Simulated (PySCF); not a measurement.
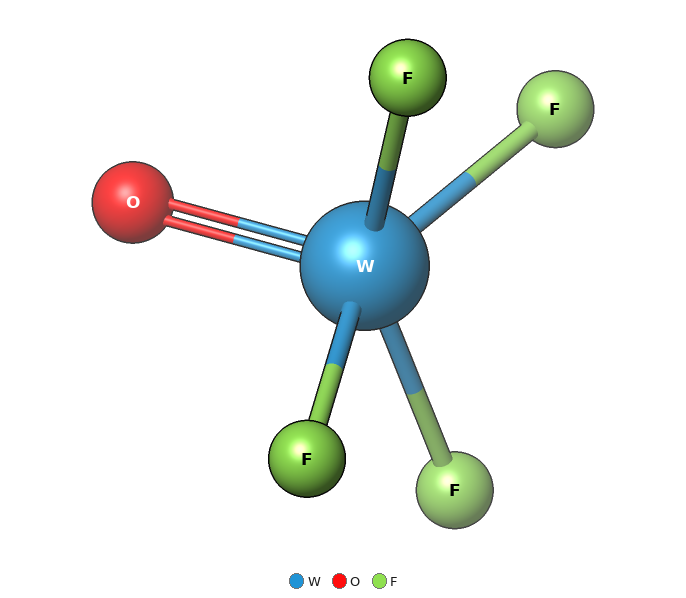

Depth is shown by fading: the farther an atom, the more it takes the colour of the background. The species is neutral and a spin singlet. Computed geometry: PBE0-D3(BJ)/def2-SVP optimisation. No frequency run is at hand to confirm it as a minimum.

List the symmetry elements and name the point group.

Answer. It has 1 C4 axis and 4 mirror planes, so the point group is C4v. The group has 8 operations. The geometry is achiral, and symmetry allows a dipole moment.
